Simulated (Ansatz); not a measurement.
**Nudged elastic band, with input and output: TiH5O4F**

- system: TiH5O4F
- method: RKS B3LYP-D4/def2-SVP (Ansatz 0.2.0)

It belongs to a series of runs on one base structure; here: band between the two ends.

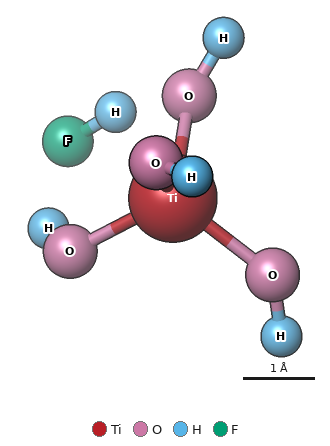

Figure 1. The structure as given in the input (ball-and-stick view, seen at an oblique angle). Sticks mark near contacts. Bond lengths as drawn: F–H 0.96 Å, H–O 0.96 to 0.98 Å and O–Ti 1.77 to 1.85 Å.

## Summary

```tsv
quantity	value
outcome	converged
barrier, forward	0.247 eV
barrier, backward	0.834 eV
hardware	4 threads of Arm Neoverse V2, 24 GiB of memory available, shared host
wall time	4.9 min (CPU time 18 min)
peak memory	0.37 GiB
```

## Remarks

The order of the saddle point was not checked.

## Input file
```yaml
crystal:
  periodic: [false, false, false]
  atoms:
    - { symbol: Ti, position_ang: [-0.439579, 0.008311, -0.052703] }
    - { symbol: O, position_ang: [-0.143293, 0.569503, 1.688747] }
    - { symbol: H, position_ang: [-0.756358, 0.918545, 2.346548] }
    - { symbol: O, position_ang: [1.182054, 0.122375, -0.755931] }
    - { symbol: H, position_ang: [1.92688, 0.268151, -0.131706] }
    - { symbol: O, position_ang: [-1.606187, 1.059233, -0.911958] }
    - { symbol: H, position_ang: [-2.461411, 0.859524, -1.311358] }
    - { symbol: O, position_ang: [-1.053412, -1.670796, -0.068929] }
    - { symbol: H, position_ang: [-0.647055, -2.509033, -0.319354] }
    - { symbol: F, position_ang: [2.38903, 0.582664, 1.617352] }
    - { symbol: H, position_ang: [1.456931, 0.650522, 1.84069] }
basis:
  gaussian: { orbitals: def2-SVP }
hamiltonian:
  xc: b3lyp
  dispersion: d4
neb:
  order_check: false
  images: 5
  f_tol: 0.05
  max_iterations: 60
  final_atoms:
    - { symbol: Ti, position_ang: [0.41465513, 0.07694487, -0.00740483] }
    - { symbol: O, position_ang: [-0.70091292, -0.00568695, 2.1723261] }
    - { symbol: H, position_ang: [-1.31124311, 0.67010175, 1.82492632] }
    - { symbol: O, position_ang: [1.12989172, 0.20378531, -1.63306051] }
    - { symbol: H, position_ang: [1.32040229, -0.47218083, -2.29476788] }
    - { symbol: O, position_ang: [-1.06875239, 1.1550304, -0.09330029] }
    - { symbol: H, position_ang: [-1.28247272, 1.67709114, -0.8770195] }
    - { symbol: O, position_ang: [0.10191379, -1.68442627, 0.14023178] }
    - { symbol: H, position_ang: [-0.36703358, -1.98862194, 0.93074298] }
    - { symbol: F, position_ang: [1.64514352, 0.73826736, 1.10598471] }
    - { symbol: H, position_ang: [-0.03399173, 0.48869416, 2.67273913] }
  initial_path:
    images:
      - { positions_ang: [[-0.439579, 0.008311, -0.052703], [-0.143293, 0.569503, 1.688747], [-0.756358, 0.918545, 2.346548], [1.182054, 0.122375, -0.755931], [1.92688, 0.268151, -0.131706], [-1.606187, 1.059233, -0.911958], [-2.461411, 0.859524, -1.311358], [-1.053412, -1.670796, -0.068929], [-0.647055, -2.509033, -0.319354], [2.38903, 0.582664, 1.617352], [1.456931, 0.650522, 1.84069]] }
      - { positions_ang: [[-0.29205156, -0.00393611, -0.03262474], [-0.089898, 0.43310065, 1.88237475], [-0.79412322, 0.56180025, 2.44415857], [1.38990162, 0.09433816, -0.72086514], [2.01265197, -0.12029934, -0.31847721], [-1.40680101, 1.17828108, -0.85745004], [-2.2908012, 0.9413825, -1.18749198], [-0.96837419, -1.68029006, -0.20921383], [-0.83672782, -2.38209643, -0.1050139], [1.92899651, 0.98058047, 1.25314264], [1.19482689, 0.85613784, 1.79285887]] }
      - { positions_ang: [[-0.14452411, -0.01618322, -0.01254649], [-0.03650301, 0.29669831, 2.07600249], [-0.83188843, 0.20505549, 2.54176915], [1.59774925, 0.06630133, -0.68579927], [2.09842394, -0.50874969, -0.50524842], [-1.20741502, 1.29732915, -0.80294208], [-2.1201914, 1.02324099, -1.06362595], [-0.88333638, -1.68978411, -0.34949866], [-1.02640063, -2.25515986, 0.10932621], [1.46896303, 1.37849693, 0.88893328], [0.93272277, 1.06175368, 1.74502773]] }
      - { positions_ang: [[0.00300333, -0.02843032, 0.00753177], [0.01689199, 0.16029596, 2.26963024], [-0.86965365, -0.15168926, 2.63937972], [1.80559687, 0.03826449, -0.65073341], [2.18419591, -0.89720003, -0.69201963], [-1.00802904, 1.41637723, -0.74843412], [-1.9495816, 1.10509949, -0.93975993], [-0.79829858, -1.69927817, -0.48978349], [-1.21607345, -2.12822329, 0.32366631], [1.00892954, 1.7764134, 0.52472393], [0.67061866, 1.26736952, 1.6971966]] }
      - { positions_ang: [[0.1402206, 0.00669474, 0.0025529], [-0.22237632, 0.10496832, 2.23719553], [-1.01685013, 0.12224108, 2.36789526], [1.58036182, 0.0934381, -0.97817578], [1.8962647, -0.75552696, -1.22626905], [-1.02827015, 1.32926162, -0.53005618], [-1.72721197, 1.29576337, -0.91884645], [-0.49822779, -1.69432754, -0.2797784], [-0.93306016, -2.08168951, 0.5260252], [1.22100087, 1.43036472, 0.71847752], [0.43574853, 1.00781107, 2.02237745]] }
      - { positions_ang: [[0.27743787, 0.04181981, -0.00242596], [-0.46164462, 0.04964069, 2.20476081], [-1.16404662, 0.39617141, 2.09641079], [1.35512677, 0.1486117, -1.30561814], [1.6083335, -0.6138539, -1.76051846], [-1.04851127, 1.24214601, -0.31167824], [-1.50484235, 1.48642725, -0.89793298], [-0.198157, -1.6893769, -0.06977331], [-0.65004687, -2.03515573, 0.72838409], [1.4330722, 1.08431604, 0.91223111], [0.2008784, 0.74825261, 2.34755829]] }
      - { positions_ang: [[0.41465513, 0.07694487, -0.00740483], [-0.70091292, -0.00568695, 2.1723261], [-1.31124311, 0.67010175, 1.82492632], [1.12989172, 0.20378531, -1.63306051], [1.32040229, -0.47218083, -2.29476788], [-1.06875239, 1.1550304, -0.09330029], [-1.28247272, 1.67709114, -0.8770195], [0.10191379, -1.68442627, 0.14023178], [-0.36703358, -1.98862194, 0.93074298], [1.64514352, 0.73826736, 1.10598471], [-0.03399173, 0.48869416, 2.67273913]] }
```

Launch command:
```bash
ansatz run input.yaml --threads 4 --pin off --max-ram 5120MiB --backend cpu --events-out ev --progress --plain --runs-dir out
```

## Output
```
Engine: ansatz 0.2.0, aarch64-unknown-linux-gnu
Functional definition: B3LYP
  parameter a0 = 0.2
  parameter ax = 0.72
  parameter ac = 0.81
  exchange = (1 - a0 - ax)*slater_x + ax*b88_x + a0*exact_x
  correlation = (1 - ac)*vwn_rpa_c + ac*lyp_c
1379 factors; integrals over basis functions are off by at most 4.0e-4 eV
mean field evaluation 1: about -34075.0355 eV, gradient 1.1e2 eV
mean field evaluation 2: about -33693.3279 eV, gradient 4.5e2 eV
mean field evaluation 4: about -34093.8558 eV, gradient 4.0e1 eV
mean field evaluation 8: about -34096.9003 eV, gradient 3.1e-1 eV
mean field evaluation 16: about -34096.9310 eV, gradient 1.3e-4 eV
mean field -34096.93101149 eV, -1253.0391029425 hartree, gradient 3.1e-5 eV, S^2 0.000000; 0 other end points of the search recorded, 0 dependent functions left out
the calculation of the forces begins
reference -34096.93137418 eV, -1253.0391162710 hartree; 34, 34 occupied and 92, 92 virtual orbitals, 1379 factors
1379 factors; integrals over basis functions are off by at most 8.6e-4 eV
mean field evaluation 32: about -34097.5037 eV, gradient 8.3e-3 eV
mean field -34097.50369269 eV, -1253.0601485881 hartree, gradient 2.8e-5 eV, S^2 0.000000; 0 other end points of the search recorded, 0 dependent functions left out
[... from here on the field's lines of each further geometry are left out, up to the last ...]
NEB iter   1: max|band force component| = 3.242e1 eV/Å  barrier→ = 5.9720 eV  barrier← = 6.5584 eV  Δτ_max = 0.2000 Å  (225 SCF iters)
NEB iter   2: max|band force component| = 2.193e0 eV/Å  barrier→ = 1.3524 eV  barrier← = 1.9388 eV  Δτ_max = 0.2000 Å  (206 SCF iters)
NEB iter   3: max|band force component| = 1.471e0 eV/Å  barrier→ = 0.7771 eV  barrier← = 1.3634 eV  Δτ_max = 0.1989 Å  (192 SCF iters)
NEB iter   4: max|band force component| = 7.351e-1 eV/Å  barrier→ = 0.5442 eV  barrier← = 1.1305 eV  Δτ_max = 0.1973 Å  (187 SCF iters)
NEB iter   5: max|band force component| = 5.633e-1 eV/Å  barrier→ = 0.4642 eV  barrier← = 1.0506 eV  Δτ_max = 0.2000 Å  (189 SCF iters)
NEB iter   6: max|band force component| = 7.728e0 eV/Å  barrier→ = 0.5770 eV  barrier← = 1.1634 eV  Δτ_max = 0.1011 Å  (190 SCF iters)
NEB iter   7: max|band force component| = 3.558e0 eV/Å  barrier→ = 0.6587 eV  barrier← = 1.2450 eV  Δτ_max = 0.1006 Å  (189 SCF iters)
NEB iter   8: max|band force component| = 3.464e-1 eV/Å  barrier→ = 0.4326 eV  barrier← = 1.0189 eV  CI = image 3  Δτ_max = 0.1984 Å  (174 SCF iters)
NEB iter   9: max|band force component| = 3.064e-1 eV/Å  barrier→ = 0.3967 eV  barrier← = 0.9830 eV  CI = image 3  Δτ_max = 0.1992 Å  (171 SCF iters)
NEB iter  10: max|band force component| = 4.764e-1 eV/Å  barrier→ = 0.3370 eV  barrier← = 0.9233 eV  CI = image 3  Δτ_max = 0.1978 Å  (178 SCF iters)
NEB iter  11: max|band force component| = 3.887e-1 eV/Å  barrier→ = 0.2967 eV  barrier← = 0.8830 eV  CI = image 3  Δτ_max = 0.1988 Å  (177 SCF iters)
NEB iter  12: max|band force component| = 4.375e-1 eV/Å  barrier→ = 0.2878 eV  barrier← = 0.8741 eV  CI = image 3  Δτ_max = 0.1001 Å  (184 SCF iters)
NEB iter  13: max|band force component| = 1.448e-1 eV/Å  barrier→ = 0.2776 eV  barrier← = 0.8639 eV  CI = image 3  Δτ_max = 0.1971 Å  (174 SCF iters)
NEB iter  14: max|band force component| = 1.489e-1 eV/Å  barrier→ = 0.2740 eV  barrier← = 0.8604 eV  CI = image 3  Δτ_max = 0.1000 Å  (169 SCF iters)
NEB iter  15: max|band force component| = 1.522e-1 eV/Å  barrier→ = 0.2684 eV  barrier← = 0.8547 eV  CI = image 3  Δτ_max = 0.0502 Å  (178 SCF iters)
NEB iter  16: max|band force component| = 2.475e-1 eV/Å  barrier→ = 0.2645 eV  barrier← = 0.8508 eV  CI = image 3  Δτ_max = 0.0251 Å  (171 SCF iters)
NEB iter  17: max|band force component| = 8.975e-2 eV/Å  barrier→ = 0.2624 eV  barrier← = 0.8488 eV  CI = image 3  Δτ_max = 0.0500 Å  (174 SCF iters)
NEB iter  18: max|band force component| = 7.318e-2 eV/Å  barrier→ = 0.2594 eV  barrier← = 0.8457 eV  CI = image 3  Δτ_max = 0.0500 Å  (175 SCF iters)
NEB iter  19: max|band force component| = 7.056e-2 eV/Å  barrier→ = 0.2564 eV  barrier← = 0.8428 eV  CI = image 3  Δτ_max = 0.0500 Å  (174 SCF iters)
NEB iter  20: max|band force component| = 5.165e-2 eV/Å  barrier→ = 0.2540 eV  barrier← = 0.8403 eV  CI = image 3  Δτ_max = 0.0501 Å  (177 SCF iters)
NEB iter  21: max|band force component| = 5.466e-2 eV/Å  barrier→ = 0.2519 eV  barrier← = 0.8383 eV  CI = image 3  Δτ_max = 0.0500 Å  (177 SCF iters)
NEB iter  22: max|band force component| = 4.299e-2 eV/Å  barrier→ = 0.2503 eV  barrier← = 0.8366 eV  CI = image 3  Δτ_max = 0.0499 Å  (175 SCF iters)
NEB iter  23: max|band force component| = 7.048e-2 eV/Å  barrier→ = 0.2490 eV  barrier← = 0.8353 eV  CI = image 3  Δτ_max = 0.0997 Å  (34 SCF iters)
NEB iter  24: max|band force component| = 5.941e-2 eV/Å  barrier→ = 0.2479 eV  barrier← = 0.8342 eV  CI = image 3  Δτ_max = 0.0624 Å  (174 SCF iters)
NEB iter  25: max|band force component| = 6.081e-2 eV/Å  barrier→ = 0.2476 eV  barrier← = 0.8339 eV  CI = image 3  Δτ_max = 0.0313 Å  (177 SCF iters)
the calculation of the forces begins
reference -34097.43088448 eV, -1253.0574729357 hartree; 34, 34 occupied and 92, 92 virtual orbitals, 1380 factors
1379 factors; integrals over basis functions are off by at most 8.7e-4 eV
mean field evaluation 1088: about -34096.6785 eV, gradient 1.5e-5 eV
mean field -34096.67850599 eV, -1253.0298235362 hartree, gradient 1.5e-5 eV, S^2 0.000000; 1 other end points of the search recorded, 0 dependent functions left out
the calculation of the forces begins
reference -34096.67887986 eV, -1253.0298372760 hartree; 34, 34 occupied and 92, 92 virtual orbitals, 1379 factors
NEB iter  26: max|band force component| = 4.872e-2 eV/Å  barrier→ = 0.2473 eV  barrier← = 0.8337 eV  CI = image 3  Δτ_max = 0.0000 Å  (335 SCF iters)
```

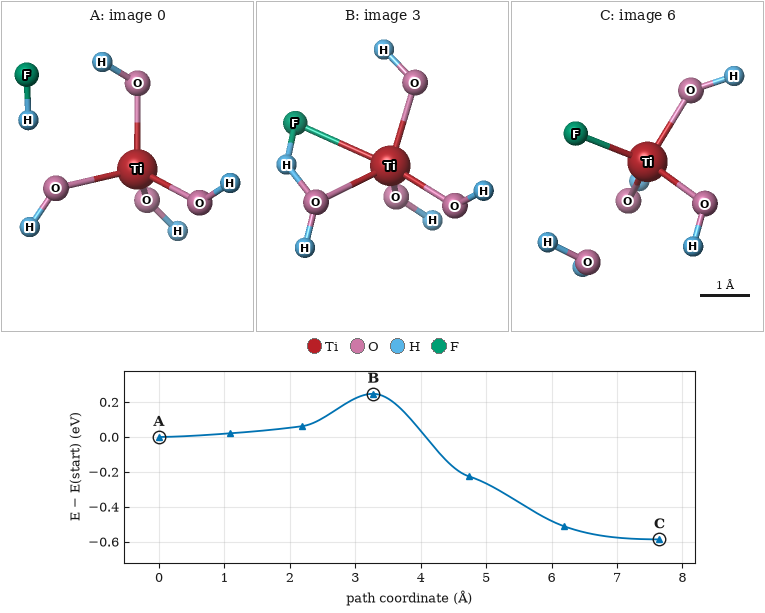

Figure 2. Images of the last band (counted from 0; ball-and-stick, seen at a tilt) above the energy along the path; the line is a cubic interpolation that uses the forces. The highest image is number 3, 0.247 eV above the start and 0.834 eV above the end (the climbing image); the end lies 0.586 eV below the start. The path is 7.65 Å long. The band converged in 26 iterations.

```
Total energy: -34097.03325326 eV, -1253.0428602579 hartree
Atom 0 at    -0.069486    -0.018992     0.113557 Å, force    -0.005992     0.023018     0.007995 eV/Å
Atom 1 at    -0.057093     0.207710     2.104336 Å, force     0.000487    -0.002997     0.000114 eV/Å
Atom 2 at    -0.833636     0.377679     2.651075 Å, force     0.003556     0.000895    -0.000942 eV/Å
Atom 3 at     1.374663    -0.615447    -0.770370 Å, force     0.005751    -0.002381    -0.004222 eV/Å
Atom 4 at     2.169215    -0.061433    -0.740227 Å, force    -0.000930     0.004529     0.000215 eV/Å
Atom 5 at    -1.006256     1.227350    -0.758841 Å, force    -0.000322    -0.007974    -0.001110 eV/Å
Atom 6 at    -1.774633     1.072427    -1.323088 Å, force    -0.001696     0.000554     0.001227 eV/Å
Atom 7 at    -1.115988    -1.457308     0.025468 Å, force     0.003745    -0.001305     0.000326 eV/Å
Atom 8 at    -0.899448    -2.393087    -0.068791 Å, force    -0.001190    -0.000980     0.002179 eV/Å
Atom 9 at     1.324366     1.455810     0.901372 Å, force     0.015093    -0.014260     0.002760 eV/Å
Atom 10 at     0.735895     1.064290     1.806907 Å, force    -0.018501     0.000902    -0.008541 eV/Å
Dipole moment:    -0.398660    -0.272086     0.140661 e Å
this run last wrote the band of iteration 26 to [file]; this run last wrote the band within `neb.f_tol` of iteration 22 to [file]
```

## The last band as extended XYZ (Å, eV, eV/Å)
```
11
Properties=species:S:1:pos:R:3:forces:R:3 image=0 energy=-34097.28023
Ti   -0.4396    0.0083   -0.0527    0.0054   0.0000  -0.0003
O    -0.1433    0.5695    1.6887   -0.0175   0.0090   0.0147
H    -0.7564    0.9185    2.3465    0.0119   0.0083  -0.0155
O     1.1821    0.1224   -0.7559    0.0024   0.0033  -0.0004
H     1.9269    0.2682   -0.1317   -0.0142  -0.0051  -0.0049
O    -1.6062    1.0592   -0.9120   -0.0027   0.0002   0.0057
H    -2.4614    0.8595   -1.3114    0.0047   0.0016   0.0043
O    -1.0534   -1.6708   -0.0689    0.0017  -0.0143  -0.0109
H    -0.6471   -2.5090   -0.3194    0.0028   0.0023   0.0015
F     2.3890    0.5827    1.6174   -0.0092   0.0048   0.0074
H     1.4569    0.6505    1.8407    0.0147  -0.0100  -0.0019
11
Properties=species:S:1:pos:R:3:forces:R:3 image=1 energy=-34097.25901
Ti   -0.4074   -0.1580    0.0097    0.0076   0.0109   0.0010
O    -0.0939    0.3331    1.7710    0.0060  -0.0012  -0.0123
H    -0.7346    0.6149    2.4350   -0.0052   0.0121   0.0051
O     1.2361   -0.2118   -0.6471   -0.0079   0.0032  -0.0015
H     1.9331    0.2805   -0.1627    0.0035   0.0064   0.0060
O    -1.4053    1.1025   -0.7773   -0.0071  -0.0053  -0.0052
H    -2.2099    1.0687   -1.3070   -0.0126  -0.0029  -0.0004
O    -1.2258   -1.7402   -0.1242   -0.0046   0.0116   0.0023
H    -0.9029   -2.6098   -0.3888    0.0080  -0.0182  -0.0047
F     2.2570    1.2273    1.3982    0.0130  -0.0174   0.0107
H     1.4012    0.9518    1.7346   -0.0008   0.0008  -0.0011
11
Properties=species:S:1:pos:R:3:forces:R:3 image=2 energy=-34097.21854
Ti   -0.2840   -0.2191    0.0974   -0.0160  -0.0215  -0.0012
O    -0.0697    0.2094    1.8931   -0.0057   0.0077  -0.0229
H    -0.7442    0.2725    2.5798    0.0120   0.0011  -0.0032
O     1.3435   -0.4915   -0.5711   -0.0005   0.0147   0.0190
H     2.0051    0.1918   -0.3600   -0.0063   0.0077   0.0221
O    -1.1245    1.1316   -0.7218   -0.0075  -0.0121  -0.0010
H    -1.9178    1.1466   -1.2695   -0.0069   0.0057  -0.0001
O    -1.2605   -1.6979   -0.0768   -0.0220  -0.0141  -0.0078
H    -1.0171   -2.5882   -0.3591   -0.0003  -0.0114  -0.0109
F     1.7794    1.6738    1.0851    0.0278   0.0111   0.0086
H     1.1373    1.2300    1.6444    0.0253   0.0110  -0.0026
11
Properties=species:S:1:pos:R:3:forces:R:3 image=3 energy=-34097.03288
Ti   -0.0695   -0.0190    0.1136   -0.0060   0.0230   0.0080
O    -0.0571    0.2077    2.1043    0.0005  -0.0030   0.0001
H    -0.8336    0.3777    2.6511    0.0036   0.0009  -0.0009
O     1.3747   -0.6154   -0.7704    0.0058  -0.0024  -0.0042
H     2.1692   -0.0614   -0.7402   -0.0009   0.0045   0.0002
O    -1.0063    1.2273   -0.7588   -0.0003  -0.0080  -0.0011
H    -1.7746    1.0724   -1.3231   -0.0017   0.0006   0.0012
O    -1.1160   -1.4573    0.0255    0.0037  -0.0013   0.0003
H    -0.8994   -2.3931   -0.0688   -0.0012  -0.0010   0.0022
F     1.3244    1.4558    0.9014    0.0151  -0.0143   0.0028
H     0.7359    1.0643    1.8069   -0.0185   0.0009  -0.0085
11
Properties=species:S:1:pos:R:3:forces:R:3 image=4 energy=-34097.50531
Ti    0.1679    0.0624   -0.0084    0.0038   0.0230  -0.0178
O    -0.2665    0.1338    2.2307   -0.0043   0.0046   0.0253
H    -1.1280    0.4483    2.5356   -0.0280   0.0262  -0.0219
O     1.2973   -0.4479   -1.3238   -0.0114   0.0268  -0.0288
H     2.1125    0.0735   -1.3660   -0.0051  -0.0097  -0.0647
O    -0.9394    1.3456   -0.6099    0.0084  -0.0415  -0.0074
H    -1.6480    1.1460   -1.2368    0.0145   0.0358   0.0086
O    -0.8419   -1.4197    0.0574    0.0239  -0.0146  -0.0188
H    -0.8061   -2.3054    0.4322    0.0278   0.0039   0.0473
F     1.5097    0.9858    0.8434    0.0068  -0.0509   0.0077
H     0.3900    0.8365    2.3871   -0.0363  -0.0035   0.0706
11
Properties=species:S:1:pos:R:3:forces:R:3 image=5 energy=-34097.79145
Ti    0.2702   -0.0564   -0.0452    0.0308  -0.0095   0.0150
O    -0.5263    0.1064    2.2037   -0.0428  -0.0007  -0.0005
H    -1.2194    0.7781    2.1164   -0.0181   0.0492  -0.0653
O     1.1050   -0.1159   -1.6188   -0.0284   0.0316  -0.0593
H     1.9824    0.2252   -1.8318   -0.0063   0.0221  -0.0415
O    -1.1025    1.1202   -0.2476   -0.0192  -0.0302   0.0407
H    -1.4409    1.3873   -1.1118    0.0357   0.0346   0.0102
O    -0.2982   -1.7515    0.1362    0.0739  -0.0347   0.0172
H    -0.8131   -2.0392    0.9005   -0.0051   0.0313   0.0615
F     1.6241    0.6147    0.9481    0.0054  -0.0601   0.0054
H     0.2662    0.5902    2.4917   -0.0259  -0.0336   0.0165
11
Properties=species:S:1:pos:R:3:forces:R:3 image=6 energy=-34097.86655
Ti    0.4147    0.0769   -0.0074   -0.0073   0.0042  -0.0118
O    -0.7009   -0.0057    2.1723   -0.0134  -0.0020  -0.0074
H    -1.3112    0.6701    1.8249    0.0050  -0.0020   0.0054
O     1.1299    0.2038   -1.6331    0.0038   0.0075  -0.0013
H     1.3204   -0.4722   -2.2948   -0.0053  -0.0021   0.0032
O    -1.0688    1.1550   -0.0933   -0.0072   0.0077   0.0196
H    -1.2825    1.6771   -0.8770    0.0173  -0.0139  -0.0049
O     0.1019   -1.6844    0.1402   -0.0013  -0.0052   0.0167
H    -0.3670   -1.9886    0.9307    0.0039  -0.0040  -0.0155
F     1.6451    0.7383    1.1060   -0.0014   0.0009   0.0004
H    -0.0340    0.4887    2.6727    0.0060   0.0089  -0.0045
```
